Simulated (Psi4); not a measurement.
# Cu2 (SMILES [Cu][Cu]): MP2/def2-SVPD

What is the vertical singlet–triplet gap of Cu2 at MP2/def2-SVPD? 

Program for the calculation: Psi4 1.11.

1 further run of the same task is left out (set aside as unsound or not needed).

## Step 1: The system as given

Cu2 has 2 atoms, charge 0, and is taken as a singlet. As SMILES, `[Cu][Cu]`. Geometry: the measured bond length.

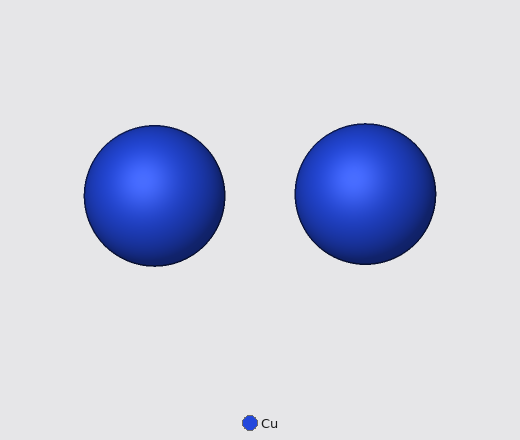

Viewed from a chosen angle; copper blue.

## Step 2: A single-point energy at MP2/def2-SVPD

The input, job.in:

```
memory 1.6 GB

molecule {
  0 1
  Cu
  Cu 1 2.2197
  symmetry c1
}

set {
  basis def2-SVPD
  puream true
  e_convergence 1e-09
  d_convergence 1e-08
  scf_type pk
  num_frozen_docc 10
  mp2_type conv
}

result, w = energy("mp2", return_wfn=True)
```

Launch:

```console
$ psi4 job.in job.out -n 1
```

job.out:

```text
[...]
  Running in c1 symmetry.
[...]
  Nuclear repulsion =  200.494676836270656
[...]
  Multiplicity = 1
[...]
  Nalpha       = 29
  Nbeta        = 29
[...]
    Number of basis functions: 68
[...]
   @RHF iter   1: -3274.05663041384014   -3.67553e+00   4.03189e-02 DIIS/ADIIS
[...]
   @RHF iter  13: -3277.39748615908320   -2.77396e-11   5.72785e-09 DIIS
[...]
    Orbital Energies [Eh]
    ---------------------
    Doubly Occupied:
       1A   -328.754759     2A   -328.754731     3A    -40.792547
       4A    -40.792540     5A    -35.602675     6A    -35.602667
       7A    -35.602363     8A    -35.602363     9A    -35.602345
      10A    -35.602345    11A     -4.987986    12A     -4.987144
      13A     -3.307275    14A     -3.300400    15A     -3.300400
      16A     -3.300154    17A     -3.299799    18A     -3.299799
      19A     -0.495880    20A     -0.485880    21A     -0.485880
      22A     -0.469212    23A     -0.469212    24A     -0.462665
      25A     -0.462665    26A     -0.447585    27A     -0.447585
      28A     -0.435599    29A     -0.229242
[...]
  @RHF Final Energy: -3277.39748615908320
   => Energetics <=
    Nuclear Repulsion Energy =            200.4946768362706564
    One-Electron Energy =               -4981.0169315821685814
    Two-Electron Energy =                1503.1247685868147528
    Total Energy =                      -3277.3974861590832006
[...]
 Multipole Moments:
 ------------------------------------------------------------------------------------
     Multipole            Electronic (a.u.)      Nuclear  (a.u.)        Total (a.u.)
 ------------------------------------------------------------------------------------
 L = 1.  Multiply by 2.5417464519 to convert [e a0] to [Debye]
 Dipole X            :          0.0000000            0.0000000            0.0000000
 Dipole Y            :         -0.0000000            0.0000000           -0.0000000
 Dipole Z            :         -0.0000000            0.0000000           -0.0000000
 Magnitude           :                                                    0.0000000
[...]
	SCS-MP2 Total Energy (a.u.)        : -3278.07916287881471
	SOS-MP2 Total Energy (a.u.)        : -3277.98583287472047
	SCSN-MP2 Total Energy (a.u.)       : -3277.89026858070156
[...]
	SOS-PI-MP2 Total Energy (a.u.)     : -3278.08389066066002
[...]
	MP2 Total Energy (a.u.)            : -3278.16776510106411
[...]
```

Wall time 3.6 s (1 thread of Intel Xeon Platinum 8488C (Sapphire Rapids), shared host); peak memory 0.28 GiB.

## Step 3: The triplet

The input, cu2_ase.py:

```python
import numpy as np
from ase.calculators.psi4 import Psi4
from ase import Atoms

a = Atoms(['Cu', 'Cu'], positions=[
    [0.000000, 0.000000, 0.000000],
    [0.000000, 0.000000, 2.219700],
])
calc = Psi4(atoms=a, method='mp2', basis='def2-SVPD', memory='1600MB', num_threads=1, charge=0, multiplicity=3, label='psi4-calc', reference='uhf')
calc.psi4.set_options({'puream': True, 'e_convergence': 1e-09, 'd_convergence': 1e-08, 'scf_type': 'pk', 'num_frozen_docc': 10, 'mp2_type': 'conv', 'maxiter': 100})
a.calc = calc

print(f'energy: {a.get_potential_energy():.6f} eV')
```

Launch:

```console
$ python cu2_ase.py
```

psi4-calc.dat:

```text
[...]
  Running in c1 symmetry.
[...]
  Nuclear repulsion =  200.494676836270656
[...]
  Multiplicity = 3
[...]
  Nalpha       = 30
  Nbeta        = 28
[...]
    Number of basis functions: 68
[...]
   @UHF iter   1: -3274.12381500953961   -3.74272e+00   3.98498e-02 DIIS/ADIIS
[...]
   @UHF iter  15: -3277.35196273522479   -2.27374e-12   1.89511e-09 DIIS
[...]
   @S^2 Observed:                2.004357657E+00
[...]
    Orbital Energies [Eh]
    ---------------------
    Alpha Occupied:
       1A   -328.794315     2A   -328.794287     3A    -40.830719
       4A    -40.830712     5A    -35.640521     6A    -35.640510
       7A    -35.639475     8A    -35.639475     9A    -35.639455
      10A    -35.639455    11A     -5.029184    12A     -5.028275
      13A     -3.346436    14A     -3.339121    15A     -3.338995
      16A     -3.338995    17A     -3.338397    18A     -3.338397
      19A     -0.541541    20A     -0.527566    21A     -0.527566
      22A     -0.509036    23A     -0.509036    24A     -0.501926
      25A     -0.501926    26A     -0.483206    27A     -0.483206
      28A     -0.473760    29A     -0.323062    30A     -0.176618
    Alpha Virtual:
[...]
  @UHF Final Energy: -3277.35196273522479
   => Energetics <=
    Nuclear Repulsion Energy =            200.4946768362706564
    One-Electron Energy =               -4978.6703919707215391
    Two-Electron Energy =                1500.8237523992261231
    Total Energy =                      -3277.3519627352247880
  UHF NO Occupations:
  HONO-2 :   28  A 1.9994699
  HONO-1 :   29  A 1.0000000
[...]
 Multipole Moments:
 ------------------------------------------------------------------------------------
     Multipole            Electronic (a.u.)      Nuclear  (a.u.)        Total (a.u.)
 ------------------------------------------------------------------------------------
 L = 1.  Multiply by 2.5417464519 to convert [e a0] to [Debye]
 Dipole X            :         -0.0000000            0.0000000           -0.0000000
 Dipole Y            :          0.0000000            0.0000000            0.0000000
 Dipole Z            :         -0.0000000            0.0000000           -0.0000000
 Magnitude           :                                                    0.0000000
[...]
	SCS-MP2 Total Energy (a.u.)        : -3278.00765489149080
	SOS-MP2 Total Energy (a.u.)        : -3277.91482684207949
	SCSN-MP2 Total Energy (a.u.)       : -3277.84209483611721
[...]
	SOS-PI-MP2 Total Energy (a.u.)     : -3278.00863752655550
[...]
	MP2 Total Energy (a.u.)            : -3278.09950030583832
[...]
```

On the terminal:

```text
energy: -89201.630929 eV
```

Run time: 5.1 s. Hardware: 1 thread of Intel Xeon Platinum 8488C (Sapphire Rapids), shared host; peak memory 0.31 GiB.

## Step 4: What came out

Level: MP2/def2-SVPD, 10 core orbitals frozen.

| quantity | value |
| --- | --- |
| singlet: total energy | -3278.16777 Eh |
| singlet: HOMO energy (Hartree–Fock orbitals) | -6.24 eV |
| singlet: LUMO energy (Hartree–Fock orbitals) | 0.45 eV |
| singlet: HOMO–LUMO gap (Hartree–Fock orbitals) | 6.69 eV |
| singlet: correlation energy (10 core orbitals frozen) | -770.3 mEh |
| triplet: total energy | -3278.09950 Eh |
| triplet: HOMO energy (Hartree–Fock orbitals) (highest over α and β) | -4.81 eV |
| triplet: LUMO energy (Hartree–Fock orbitals) (lowest over α and β) | -0.45 eV |
| triplet: correlation energy (10 core orbitals frozen) | -747.5 mEh |
| triplet: ⟨S²⟩ of the reference determinant | 2.004 |
| vertical energy of the triplet above the singlet | 1.858 eV |

What this shows: At this shape the triplet lies 1.86 eV (179 kJ/mol) above the singlet.
